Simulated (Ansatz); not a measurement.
**Cl₂Li (charge −1, triplet): density, localisation and related maps**

```xyz
3

Li   -0.5909   -1.0863    0.3562
Cl   -0.3594    0.5227   -1.3270
Cl    0.9503    0.5637    0.9708
```

Geometry: r2SCAN-D4/def2-TZVPD; the highest occupied orbital lies above zero, a sign that basis and functional describe the outermost electron poorly.

These are results of UKS PBE0-D4/def2-TZVPD in Ansatz 0.2.0, not measurements.

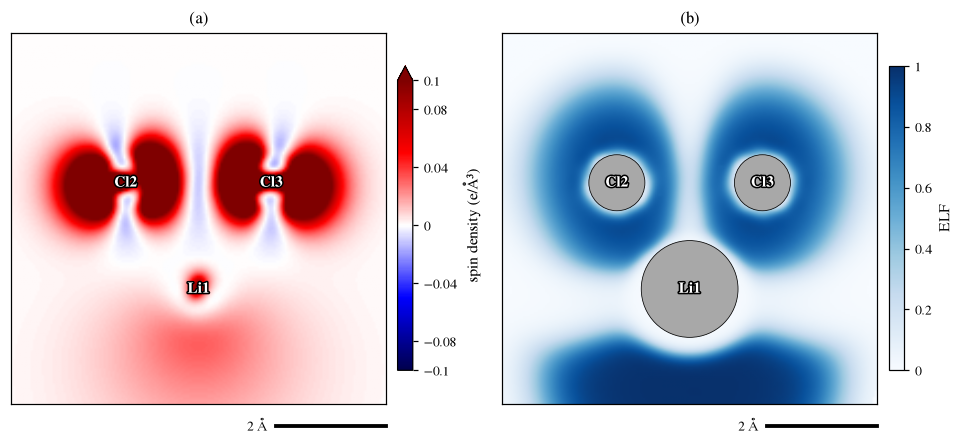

Figure 1. (a) spin density (α minus β); (b) ELF on the molecular plane. Grey discs cover the atomic cores in the ELF map.

> What do the fields say about this system?

The section cuts through Li and Cl sites. Li–Cl (2.34 Å): the ELF peaks at about 0.90 in the valence shell of Cl, 0.8 Å from its nucleus, and falls to about 0 next to Li: a closed-shell, largely ionic contact. The unpaired spin (2 electrons) lies mostly on Li1 (about 0.9), Cl2 (about 0.6) and Cl3 (about 0.6), in electrons by Hirshfeld's partition.

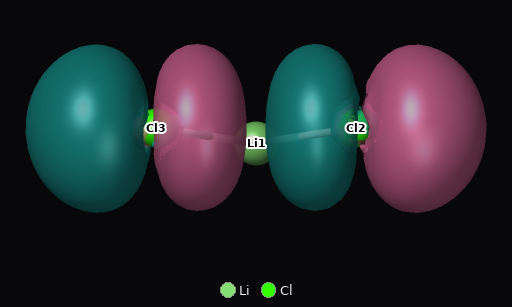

Figure 2. The HOMO−1 (α) at ±0.1 Å⁻³ᐟ² (teal and pink are the two phases), seen from one side.

> What is the character of this orbital?

Its weight (Hirshfeld) is mainly on Cl2 (about 50 %) and Cl3 (about 50 %); it is symmetric in the molecular plane (an in-plane orbital: σ, lone-pair or in-plane π type); largely a combination of lone pairs on Cl2 and Cl3. Its energy is −4.03 eV.
